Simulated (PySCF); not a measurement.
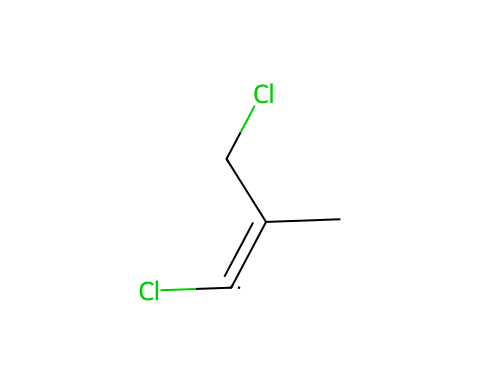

State: neutral, doublet. Computed geometry: GFN2-xTB optimisation. No frequency run is at hand to confirm it as a minimum. Level of theory: UKS B3LYP, pcH-1 on C Cl H, non-relativistic (PySCF 2.14.0).

What does the calculation give?

The species is C₄H₅Cl₂ (`C/C(=[C]/Cl)CCl`).
- ⟨S²⟩ of the determinant: 0.759
- isotropic g value: 2.00438
